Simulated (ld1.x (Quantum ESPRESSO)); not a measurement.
```json
{
 "Element": "Si (Z = 14)",
 "Generator": "ld1.x (Quantum ESPRESSO) 7.5",
 "Type": "norm-conserving RRKJ (Kleinman–Bylander form)",
 "Functional": "PBE",
 "Relativity": "scalar-relativistic",
 "Frozen core": "[Ne]",
 "Valence charge": "4",
 "Reference configuration": "3s2 3p2",
 "Partial waves": "3p (bound): rc 2.15 bohr; 3d channel at 0.25 Ry: rc 1.80 bohr; 3s (bound): rc 1.95 bohr",
 "Local potential": "the s channel",
 "Core correction": "a·sin(br)/r model core, default radius (core density twice the valence density)"
}
```

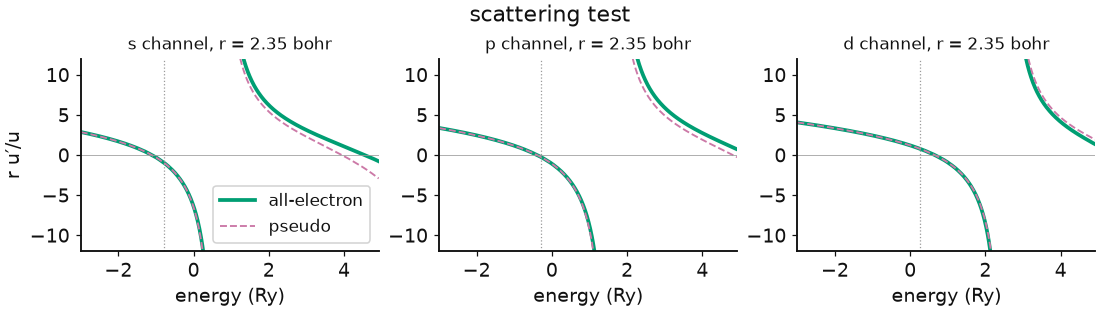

Logarithmic derivatives r u′/u at the test radius against energy, all-electron atom (solid) and pseudo-atom (dashed). Here u = r R(r). The dotted line marks the reference energy of the channel.

Q: Where are the poles, the energies at which the radial function vanishes at the test radius?

A: s: all-electron at 0.7 Ry, pseudo at 0.7 Ry; p: all-electron at 1.6 Ry, pseudo at 1.5 Ry; d: all-electron at 2.5 Ry, pseudo at 2.6 Ry.

Q: At which energies does the logarithmic derivative pass through zero?

A: s: all-electron -1.1 and 4.6 Ry, pseudo -1.1 and 3.9 Ry; p: all-electron -0.4 Ry, pseudo -0.4 and 4.8 Ry; d: all-electron 0.7 Ry, pseudo 0.7 Ry.
